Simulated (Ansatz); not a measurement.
# H8OSi3 (SMILES [SiH3]O[SiH2][SiH3]): what the fields show

Input

```
crystal:
  periodic: [false, false, false]
  atoms:
    - {symbol: O, position_ang: [-0.487857, -0.100889, -2.011076]}
    - {symbol: Si, position_ang: [-0.830902, -1.126927, -3.259211]}
    - {symbol: Si, position_ang: [-0.272571, 0.170908, -0.389620]}
    - {symbol: Si, position_ang: [0.251683, 2.433457, -0.037884]}
    - {symbol: H, position_ang: [-0.784419, -0.356885, -4.527205]}
    - {symbol: H, position_ang: [-2.186931, -1.718856, -3.097011]}
    - {symbol: H, position_ang: [0.164875, -2.231460, -3.322084]}
    - {symbol: H, position_ang: [-1.512804, -0.189956, 0.358317]}
    - {symbol: H, position_ang: [0.824021, -0.696419, 0.132906]}
    - {symbol: H, position_ang: [0.444186, 2.672300, 1.421507]}
    - {symbol: H, position_ang: [1.507169, 2.812660, -0.743305]}
    - {symbol: H, position_ang: [-0.843274, 3.322002, -0.516649]}
basis:
  gaussian: {orbitals: def2-TZVPD}
hamiltonian: {xc: pbe0}
output: {forces: true, orbitals: {seedname: orbitals}}
```

Launched as:

```sh
ansatz run input.yaml --threads 1 --pin off --max-ram 2610MiB --events-out events.jsonl --progress --plain --runs-dir runs
```

Geometry: B3LYP/6-31G*.

These are results of isolated molecule in a Gaussian basis; Kohn-Sham density functional theory, functional PBE0 in Ansatz 0.2.0, not measurements.

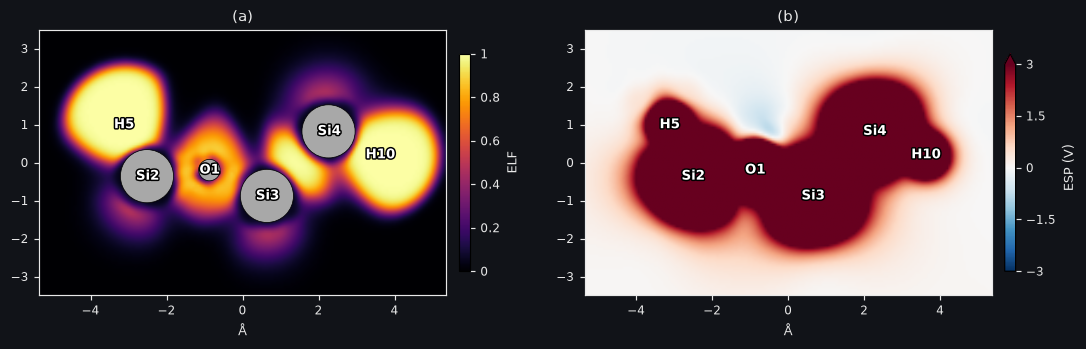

Figure 1. (a) ELF; (b) molecular electrostatic potential on the plane of atoms O1, Si2 and H5. Grey discs cover the atomic cores in the ELF map.

Question: Interpret the plot.

Answer:
- The section cuts through O, Si and H sites.
- Si–O (1.65 Å): the ELF peaks at about 0.85 between the atoms (a shared but strongly polarised pair).
- Si–Si (2.35 Å): the ELF peaks at about 1 between the atoms: a shared electron pair.
- Si–H (1.48 Å): the ELF climbs to about 1 towards the hydrogen, as it does in any bond to H.
- The ELF also peaks beside O1, away from the bonds: lone-pair regions.
- Outside the dense part of the molecule the potential is most negative (−0.8 V) near O1.

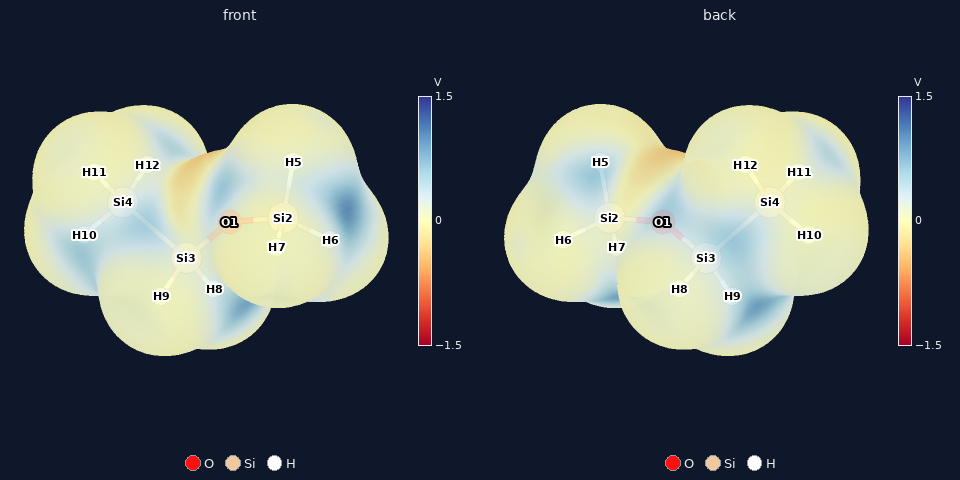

Figure 2. The molecular electrostatic potential painted on the density surface at 0.001 e/bohr³, seen from the front and from behind; the colour scale runs from red (negative) to blue (positive).

Question: Where is the surface potential most negative and most positive?

Answer: The most negative region (about −0.4 V) lies over O1, the most positive (about +1.0 V) over Si2 and Si3.

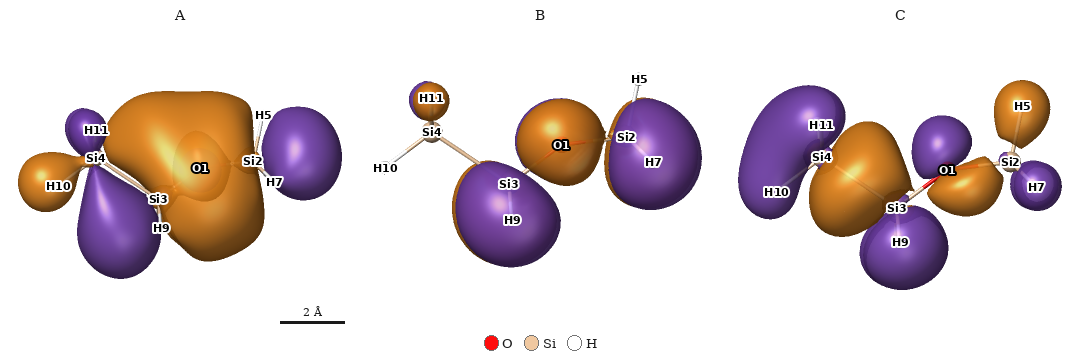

Figure 3. Three frontier orbitals at ±0.05 Å⁻³ᐟ² (orange and purple are the two phases), in no order.

Question: Order the three orbitals by energy and name them.

Answer: B is the HOMO−1 (−8.73 eV). It lies mainly on O1 (about 30 %), Si3 (about 15 %), Si2 (about 15 %), H8 (about 10 %), H9 (about 10 %), H7 (about 10 %) and H6 (about 10 %). C is the HOMO (−8.04 eV). Its weight (Hirshfeld) is mainly on Si4 (about 30 %), Si3 (about 30 %) and O1 (about 15 %). A is the LUMO (−0.71 eV). Its weight (Hirshfeld) is mainly on Si3 (about 30 %), Si2 (about 25 %), Si4 (about 15 %) and O1 (about 5 %).

Question: What is the HOMO–LUMO gap?

Answer: 7.33 eV between the orbital energies.
